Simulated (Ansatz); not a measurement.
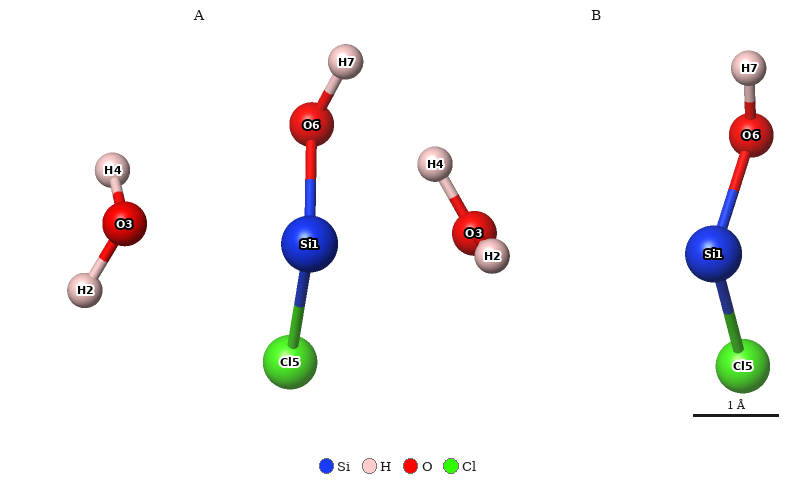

Two geometries of SiH₃O₂Cl, drawn at one scale. One is the start of a relaxation, the other its converged end. A ball-and-stick model, seen from a free direction.

Theory: RHF/def2-SVP (Ansatz 0.2.0). (no spin polarisation; force threshold 0.03 eV/Å; at most 50 steps)

Q: Which of the two is the end point?

A: Structure A is the relaxed one. The run prepares an end point of a later path (reaction) calculation, from a guessed geometry. The atom that moves furthest after the best rigid fit is H4 (0.91 Å). Largest moves by element: H 0.91 Å, O 0.79 Å, Cl 0.68 Å, Si 0.24 Å. Among the contacts that change: Si1–O3 2.873 → 2.205 Å, Si1–Cl5 2.092 → 2.152 Å, Si1–O6 1.647 → 1.674 Å, H2–O3 0.969 → 0.950 Å. Among the angles between lasting bonds that change: Si1–O6–H7 117.9° → 115.7°. Over 25 accepted moves (28 points after the start) the energy falls by 8.25 kcal/mol. Largest force component: 1.1 eV/Å at the start, 0.014 eV/Å at the end. The line search rejected the trial steps at points 3, 7, 14 of the run. The forces were under the threshold at step 25, but the run went on from there.

Limits of the set-up: the start holds two separate molecules, 2.7 Å apart at their closest, whose relative position is a soft coordinate and is computed without a dispersion correction; Hartree-Fock leaves out electron correlation.
